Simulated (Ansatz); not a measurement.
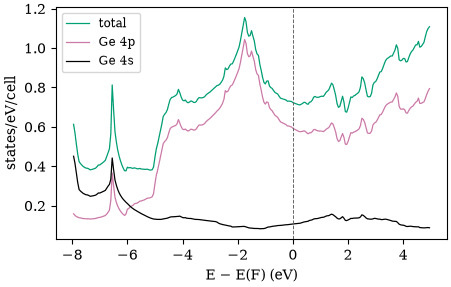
Figure: Total and projected density of states of Ge (β-Sn type, I4_1/amd), plane-wave PAW r²SCAN (Ansatz code)

Q: Which orbitals carry the states next to the Fermi level?

A: Within 0.5 eV of the Fermi level: Ge 4p 82 %, Ge 4s 15 %. Projections are on Löwdin-orthogonalised atomic valence shells; empty p or d shells of many metals are not among them.

Q: Where is the tallest occupied peak in this window, and what makes it?

A: Near -1.8 eV, about 1.2 states/eV per cell; the largest projected share is Ge 4p.

This is a known high-pressure phase of the composition, computed here at zero pressure and temperature. The cell was relaxed with r²SCAN under the symmetry of its start; of distortions, only those at the zone centre were tested. Spin–orbit coupling is left out wherever it is not named.

Potentials: the earlier of the program's two PAW sets.
